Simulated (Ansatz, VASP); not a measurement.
# Au (Au(110)) in two plane-wave programs, part 2 of 2

One calculation is typed for both programs; each brings its own data sets and cutoff. How far apart do they land?

VASP 6.6.1 and Ansatz 0.2.0.

So far: The starting structure; VASP: band structure, PBE.

## Step 3: Ansatz: band structure, PBE

Level of this step: Ansatz beside VASP: Kohn-Sham DFT, plane waves, PBE (Ansatz).

Ansatz runs on its default PAW (the set named soft_2) files.

The same cell, functional, mesh and smearing now go to Ansatz, which takes its cutoff from its data sets.

input.yaml reads:

```yaml
crystal:
  lattice:
    - [4.08, 0.0, 0.0]
    - [0.0, 2.8849956672, 0.0]
    - [0.0, 0.0, 25.2124891681]
  atoms:
    - { symbol: Au, position: [0.5, 0.5, 0.3569659441] }
    - { symbol: Au, position: [0.0, 0.0, 0.4141795665] }
    - { symbol: Au, position: [0.5, 0.5, 0.4713931888] }
    - { symbol: Au, position: [0.0, 0.0, 0.5286068112] }
    - { symbol: Au, position: [0.5, 0.5, 0.5858204335] }
    - { symbol: Au, position: [0.0, 0.0, 0.6430340559] }
hamiltonian:
  xc: pbe
  pseudopotentials: { kind: paw }
kpoints:
  mp_grid: { grid: [12, 18, 1] }
  band_path:
    path:
      - [0.0, 0.0, 0.0]
      - [-0.07692, 0.0, 0.0]
      - [-0.15385, 0.0, 0.0]
      - [-0.26923, 0.0, 0.0]
      - [-0.34615, 0.0, 0.0]
      - [-0.42308, 0.0, 0.0]
      - [-0.5, 0.0, 0.0]
      - [-0.5, -0.07692, 0.0]
      - [-0.5, -0.19231, 0.0]
      - [-0.5, -0.26923, 0.0]
      - [-0.5, -0.34615, 0.0]
      - [-0.5, -0.46154, 0.0]
      - [-0.5, -0.5, 0.0]
      - [-0.42308, -0.5, 0.0]
      - [-0.30769, -0.5, 0.0]
      - [-0.23077, -0.5, 0.0]
      - [-0.11538, -0.5, 0.0]
      - [-0.03846, -0.5, 0.0]
      - [0.0, -0.5, 0.0]
      - [0.0, -0.38462, 0.0]
      - [0.0, -0.30769, 0.0]
      - [0.0, -0.23077, 0.0]
      - [0.0, -0.11538, 0.0]
      - [0.0, -0.03846, 0.0]
      - [-0.03846, -0.03846, 0.0]
      - [-0.11538, -0.11538, 0.0]
      - [-0.19231, -0.19231, 0.0]
      - [-0.30769, -0.30769, 0.0]
      - [-0.38462, -0.38462, 0.0]
      - [-0.5, -0.5, 0.0]
    npoints: 1
scf:
  occupations: { method: fermi_dirac, width: 0.1 }
  n_extra_bands: 9
efield:
  axis: 3
  dipole_correction: true
  ramp_width: 0.04
output:
  forces: true
  eigenvalues: true
```

Started as:

```sh
> ansatz run input.yaml --threads 4 --pin off --max-ram 9216MiB --backend cpu --events-out ev --progress --plain --runs-dir out
```

Numbers of over 12 decimals in the logs are rounded to 6 here.

The program printed:

```text
scf.n_extra_bands = 9 over 57 filled bands (N_el = 114.0): the run solves 66 bands
Engine: ansatz 0.2.0, aarch64-unknown-linux-gnu
Pseudopotentials: kind: paw
Pseudopotential: Au, paw, valence charge 19, recommended cutoff 420 eV (normal), Au.paw.azcp
Functional definition: PBE
  parameter kappa = 0.804
  parameter beta = 0.066725
  exchange = pbe_x(kappa = kappa, mu = beta*pi^2/3)
  correlation = pbe_c(beta = beta)
Crystal: 6 atoms, lattice volume = 296.771 Å³
Basis set: ecut = 420 eV, 5793 PW (Γ), exchange–correlation on 60×40×360 points (8 copies of the dense FFT grid, shifted against one another)
Bands: 66, of which v1, the nominal top of the filled ones, is band 57 counted from 1 (56 counted from 0)
Symmetry: 4 space group operations
k-points: 70 of 216
Non-local potential: Au, projectors of the file, l = 0: 3, l = 1: 2, l = 2: 2, l = 3: 1
PAW form: soft (Blöchl's): semilocal exchange-correlation on the pseudo side does not see the compensation charge
PAW one-centre angular grid: Au, 590 points (default); XC on 64 Gauss nodes
Initial density: superposition of atomic densities (neutral atoms: chi_scale 0, normalization atom), corrected by the library's trained network
Initial wavefunctions: pseudopotential atomic-orbital guess
Functional: x = pbe(κ = 0.804, μ = 0.219515), c = pbe(β = 0.066725)
SCF iter   1: F=—  HF=-78894.534508 eV  |F-HF|=—  |Δ(HF+E_count)|=         —  Δρ=2.15e-3  dr2=1.92e-1  ethr=1.77e-3  p=0.000 e·Å  D=2.78e-14 V/Å  ΔV_dip=-0.00 eV  dr2_dipole=1.56e-8  V_vac-E_F(+/−)=4.59/4.59 eV  ⟨swp⟩=7.8  Hψ=18885  notcnv=0  defer=43
efield: sawtooth ramp at fractional position 0.9800 (placed from the atoms, in the widest stretch of the axis that holds none; the zero of the levels goes with the place), width 0.0400; the density the first Hamiltonian is built on has a dipole p = 0.000 e·Å; the dipole correction subtracts the counter field D = 2.78e-14 V/Å, which shifts the + side's vacuum level by -0.00 eV against the − side's; the planar-averaged density in the ramp window peaks in size at 2.8e-6 e/Å³
preconditioner: auto → LDOS  [metal: Δε(μ)=0.014 eV  Ē_g=7.888 eV  σ=0.100 eV  W_gap=0.03  n_scr=58 (ndim 8)  ℏωp=17.5 eV  f_vac=0.599  D(μ)=1.95/eV (n_scr^D=8)  β→1.0]
SCF iter   2: F=—  HF=-78894.540171 eV  |F-HF|=—  |Δ(HF+E_count)|=   5.66e-3  Δρ=2.09e-3  dr2=4.00e-2  ethr=1.69e-4  p=0.000 e·Å  D=5.93e-6 V/Å  ΔV_dip=-0.00 eV  dr2_dipole=1.22e-8  V_vac-E_F(+/−)=4.98/4.98 eV  ⟨swp⟩=2.3  Hψ=7814  notcnv=0  defer=117
SCF iter   3: F=—  HF=-78894.533263 eV  |F-HF|=—  |Δ(HF+E_count)|=   6.91e-3  Δρ=4.00e-4  dr2=4.14e-4  ethr=3.51e-5  p=-0.000 e·Å  D=-5.21e-7 V/Å  ΔV_dip=0.00 eV  dr2_dipole=6.55e-9  V_vac-E_F(+/−)=4.93/4.93 eV  ⟨swp⟩=2.0  Hψ=7007  notcnv=0  defer=117
SCF iter   4: F=—  HF=-78894.533220 eV  |F-HF|=—  |Δ(HF+E_count)|=   4.30e-5  Δρ=1.60e-4  dr2=8.29e-5  ethr=3.63e-7  p=-0.000 e·Å  D=-8.03e-7 V/Å  ΔV_dip=0.00 eV  dr2_dipole=4.17e-10  V_vac-E_F(+/−)=4.95/4.95 eV  ⟨swp⟩=3.1  Hψ=9584  notcnv=0  defer=117
SCF iter   5: F=—  HF=-78894.533217 eV  |F-HF|=—  |Δ(HF+E_count)|=   3.25e-6  Δρ=3.25e-5  dr2=5.22e-6  ethr=7.27e-8  p=0.000 e·Å  D=1.84e-7 V/Å  ΔV_dip=-0.00 eV  dr2_dipole=2.93e-11  V_vac-E_F(+/−)=4.96/4.96 eV  ⟨swp⟩=2.0  Hψ=7113  notcnv=0  defer=113
SCF iter   6: F=—  HF=-78894.533218 eV  |F-HF|=—  |Δ(HF+E_count)|=   1.27e-6  Δρ=1.20e-5  dr2=4.52e-7  ethr=4.58e-9  p=-0.000 e·Å  D=-1.54e-7 V/Å  ΔV_dip=0.00 eV  dr2_dipole=9.60e-13  V_vac-E_F(+/−)=4.97/4.97 eV  ⟨swp⟩=2.1  Hψ=7026  notcnv=0  defer=113
SCF iter   7: F=-78894.533218 eV  HF=-78894.533218 eV  |F-HF|=4.12e-8  |Δ(HF+E_count)|=   1.66e-7  Δρ=3.85e-6  dr2=8.98e-8  ethr=8.77e-11  p=0.000 e·Å  D=1.07e-7 V/Å  ΔV_dip=-0.00 eV  dr2_dipole=3.60e-13  V_vac-E_F(+/−)=4.97/4.97 eV  ⟨swp⟩=14.9  Hψ=22116  notcnv=0
SCF 1 converged in 7 iterations: F = -78894.533218 eV  dr2 = 8.98e-8
  greatest PAW one-centre occupation: 1.000 electrons in one spin orbital (limit 2), on the Au atom at site 4 (counted from 0), in its partial waves of l = 0
NSCF: frozen V_eff on 30 k-points
efield: sawtooth ramp at fractional position 0.9800 (kept from the solve that this one continues, or follows in the run), width 0.0400; the density the first Hamiltonian is built on has a dipole p = 0.000 e·Å; the dipole correction subtracts the counter field D = 1.07e-7 V/Å, which shifts the + side's vacuum level by -0.00 eV against the − side's; the planar-averaged density in the ramp window peaks in size at 2.1e-6 e/Å³
SCF converged after 7 iterations
Free energy (F): -78894.533218 eV
Harris-Foulkes:  -78894.533218 eV  (|F-HF|=4.12e-8)
Internal energy: -78894.468032 eV  (E = F + TS)
E sigma→0 (E₀):  -78894.500625 eV
Entropy (-TS):   -0.065187 eV (-10.864 meV/atom)
Fermi energy:    3.811904 eV
Dipole field:    D = -0.000001 V/Å  (p = -0.000001 e·Å, saw-weighted, corrected)
Work function:   Φ+ = 4.9673 eV   Φ− = 4.9673 eV
Levels:          The Fermi level and band energies are counted from a zero that moves with the ramp; work functions are not
--- Per-component energies (eV) ---
  E_band       = -3121.344269
  E_kinetic    = 3628.501630
  E_local      = -192596.111373  (includes V_loc(G=0)·N_el)
  E_nonlocal   = 446.752181
  E_hartree    = 94609.419689
  E_xc         = -1365.427654
  E_vxc        = -1647.560803  (∫ρ·V_xc dr)
  E_paw        = -58241.682212  (= ΣΔE_a)
  E_vpaw       = -2171.861806  (= ΣTr[D̂ρ^β])
  E_aug_tail   = 0.008848  (compensation charges beyond the density's cutoff)
  E_efield     = 0.000000  (sawtooth field / dipole correction)
  E_vefield    = 0.000000  (∫n·V_field dr)
  E_ewald      = 74624.070859
  E_smearing   = -0.065187  (= −TS)
  E_closure    = -0.000000  (closes the sum)
  Σ components = -78894.533218   (vs F -78894.533218, Δ=0.00e0)
--- Forces (eV/Å), atoms counted from 1 ---
  atom   1  Au     0.00000000     0.00000000    -0.03619267
  atom   2  Au     0.00000000     0.00000000    -0.73689496
  atom   3  Au     0.00000000     0.00000000     0.07539021
  atom   4  Au     0.00000000     0.00000000    -0.07537838
  atom   5  Au     0.00000000     0.00000000     0.73689801
  atom   6  Au     0.00000000     0.00000000     0.03618894
  max |Σ_I F_I| component: 1.11e-5 eV/Å
--- Band table (eV; the first three rows and the last of 70) ---
  k-point 0: bands = [... 53 lower, 1.8330, 1.9804, 2.0128, 2.2264, 3.3143, 5.4415, 6.0572, 7.6185, ... 5 higher]
  k-point 1: bands = [... 53 lower, 1.7788, 2.0051, 2.1015, 2.1283, 3.3638, 5.5141, 6.2696, 7.6893, ... 5 higher]
  k-point 2: bands = [... 53 lower, 1.6429, 1.9579, 2.0584, 2.1920, 3.5100, 5.7227, 6.8348, 7.8896, ... 5 higher]
  k-point 69: bands = [... 53 lower, 2.1517, 4.1123, 4.1123, 6.4138, 6.4138, 7.0120, 7.0120, 7.2167, ... 5 higher]
```

Wall time 45 s (4 threads of Arm Neoverse V1, shared host); peak memory 1.4 GiB.

Reading the cycles: dr2 is the Hartree energy of the density residual (eV), the measure of convergence; HF is the Harris–Foulkes estimate of the energy, which meets the free energy F at convergence.

## Step 4: Side by side

Known differences besides the PAW data sets themselves: the data sets hold 114 valence electrons in Ansatz (default PAW (the set named soft_2) files) and 66 in VASP; the cutoff is 420 eV in Ansatz and 300 eV in VASP (PREC = Normal); VASP leaves aspherical gradient terms in its spheres out (LASPH is not set), Ansatz keeps them. Total energies have different zeros and are not compared.

Both answers:

```tsv
quantity	Ansatz	VASP	difference
work function, lower of the two faces (eV)	4.97	4.96	+0.01
work function, higher of the two faces (eV)	4.97	4.96	+0.01
```

Forces (eV/Å; atoms numbered as in POSCAR):

```tsv
atom	Ansatz x, y, z	VASP x, y, z
Au1	0.000, 0.000, -0.036	0.000, 0.000, -0.032
Au2	0.000, 0.000, -0.737	0.000, 0.000, -0.731
Au3	0.000, 0.000, 0.075	0.000, 0.000, 0.078
Au4	0.000, 0.000, -0.075	0.000, 0.000, -0.078
Au5	0.000, 0.000, 0.737	0.000, 0.000, 0.731
Au6	0.000, 0.000, 0.036	0.000, 0.000, 0.032
```

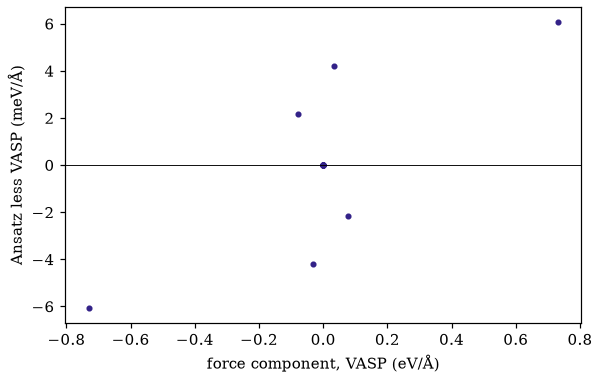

Difference of the force components against their size.

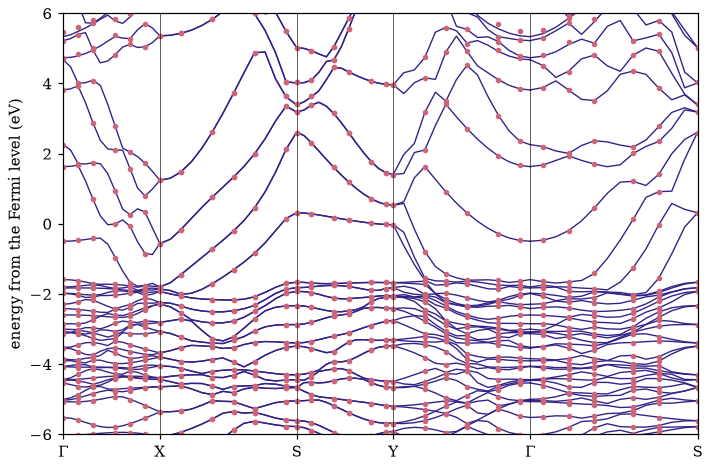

Bands from VASP (lines) and levels from Ansatz (dots). Dots without a line are higher empty bands that the VASP plot leaves out.

The forces differ by 2.6 meV/Å r.m.s., which is 1.0 % of the r.m.s. force of 0.25 eV/Å (both taken over all components). Levels from 3 eV below to 2 eV above the Fermi level differ by 4 meV r.m.s. and 14 meV at most; each VASP level is matched to the nearest of Ansatz, which flatters the figure a little.

## Step 5: Outcome

- r.m.s. difference of levels near the Fermi level (band structure, PBE): 3.5 meV

In words: The r.m.s. difference of levels near the Fermi level is 3.5 meV (band structure, PBE), within the 80 meV picked in this series as the mark of a large difference. Differences of this kind measure data sets and numerical settings, not the functional's error against experiment.

[Lines on the potential files, build, host, timing and source positions are cut from VASP's logs without a mark.]

[Logs are printed without paths, hosts, clocks, repeated set-up lines and the standing remarks that a program may print on its own settings, such as how far it seeks lower states.]

[Hosts, paths, dates, database ids (printed as entryN), source tags and the programs' standing remarks are cut or masked in the printed files.]
